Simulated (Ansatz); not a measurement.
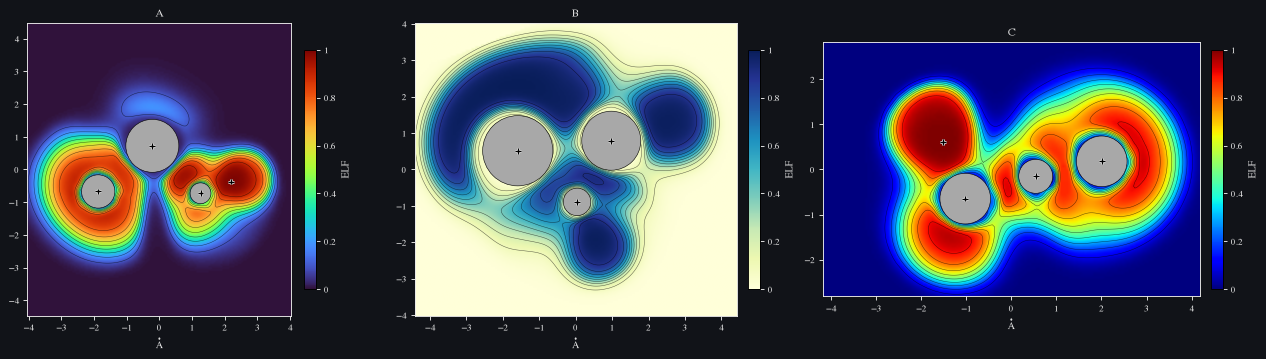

The ELF of 3 systems, each on a plane through atoms (crosses mark nuclei in the plane; grey discs cover the cores).

These are results of Ansatz, isolated molecule in a Gaussian basis; Kohn-Sham density functional theory, functional PBE0, not measurements.

System 1: CH$_{6}$AlClN (doublet), the plane of atoms Cl3, Al2 and N4. Geometry: B3LYP-D3(BJ)/def2-SVP.

```yaml
atoms:
  - { symbol: C, position_ang: [-3.7042, 2.0385, -1.3529] }
  - { symbol: Al, position_ang: [-1.7732, 1.9955, -1.5833] }
  - { symbol: Cl, position_ang: [-0.7339, 3.8022, -0.9936] }
  - { symbol: N, position_ang: [-1.1291, 0.8695, 0.0279] }
  - { symbol: H, position_ang: [-4.2339, 2.7641, -0.7172] }
  - { symbol: H, position_ang: [-4.4131, 1.3952, -1.8957] }
  - { symbol: H, position_ang: [-1.1223, 1.1806, -2.7833] }
  - { symbol: H, position_ang: [-1.2802, -0.1360, -0.0875] }
  - { symbol: H, position_ang: [-0.1278, 1.0235, 0.1767] }
  - { symbol: H, position_ang: [-1.6099, 1.1596, 0.8837] }
```

System 2: CHS$_{2}$ (SMILES S=C=[SH+]) (charge +1), the molecular plane. Geometry: B3LYP-D4/def2-TZVP.

| atom | x (Å) | y (Å) | z (Å) |
| --- | --- | --- | --- |
| C | -2.6846 | 0.2578 | 1.8047 |
| S | -4.1342 | 0.0654 | 2.1455 |
| S | -1.1418 | 0.5568 | 1.3384 |
| H | -0.5990 | -0.3051 | 2.2385 |

System 3: CH$_{3}$AlMg (SMILES [CH2]1[Mg][AlH]1), the plane of atoms Al2, C1 and Mg3. Geometry: r2SCAN-D4/def2-TZVP.

```xyz
6

C     0.5206   -0.2555    0.2814
Al   -0.6747   -1.1282   -0.9491
Mg    1.3645    0.3093   -1.6137
H     1.5050   -0.7605    0.3509
H     0.2087    0.0147    1.2954
H    -2.2727   -1.1735   -0.9685
```

**Match each panel to its system.**

Panel A is system 1, CH$_{6}$AlClN: the plane holds Al, Cl, N and H. Al–N (2.07 Å): the ELF peaks at about 0.95 in the valence shell of N, 0.7 Å from its nucleus, and is about 0.75 at the midpoint. Panel B is system 3, CH$_{3}$AlMg: the plane holds C, Al and Mg. C–Al (1.92 Å): the ELF peaks at about 0.90 between the atoms (a polar covalent bond). Panel C is system 2, CHS$_{2}$: the plane holds C, S and H. C–S (1.50 Å): the ELF peaks at about 0.85 between the atoms; localised, covalent bonding.
